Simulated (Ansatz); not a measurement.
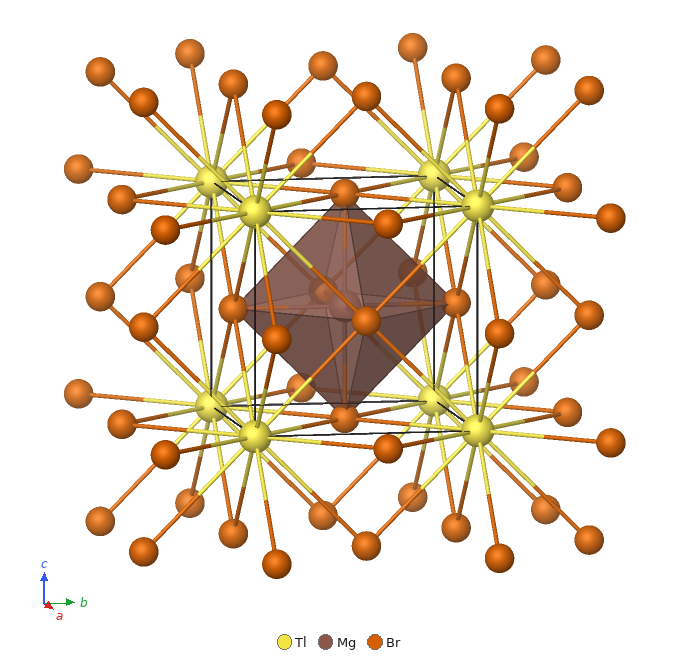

The figure gives a polyhedral picture of the atoms, viewed slightly off an axis. The conventional unit cell is drawn as a box. Some neighbours outside the box are added.

MgTlBr3, cubic perovskite, space group Pm-3m (No. 221), a = 5.287 Å, b = 5.287 Å, c = 5.287 Å, α = 90.00°, β = 90.00°, γ = 90.00°. Origin of the cell: a structure type filled with these elements by a generator (whether the compound takes this form wasn't checked). Earlier steps of the study may have refined or changed the cell and positions. It was run through Ansatz as a DFT input.

This one geometry was computed with Ansatz (DFT, plane waves, PAW) at three levels of theory: PBE, HSE06 and r2SCAN. It was relaxed beforehand with r2SCAN.

How does the band gap change with the level of theory?

PBE: a gap of 2.83 eV, indirect; r2SCAN: a gap of 3.65 eV, indirect; HSE06: a gap of 4.01 eV, indirect.

Collect the results in a table.

| level | cutoff (eV) | k-mesh of the run's cell | gap (eV) | pressure (GPa) |
| --- | --- | --- | --- | --- |
| PBE | 420 | 6×6×6 | 2.83 | 1.0 |
| HSE06 | 420 | 4×4×4 | 4.01 | 0.4 |
| r2SCAN | 500 | 6×6×6 | 3.65 | 0.0 |

Gaps are taken on the k-mesh or band path of each run.
